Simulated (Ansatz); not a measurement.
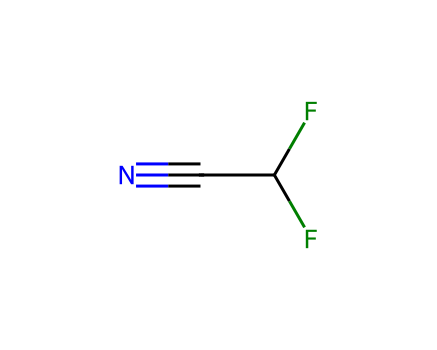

The computed structure is the end point of a PBE-D4/def2-SVP optimisation. No frequency run is at hand to confirm it as a minimum. Method: RKS PBE-D4/def2-SVP (Ansatz 0.2.0).

### What is the dipole moment?

2.30 D.
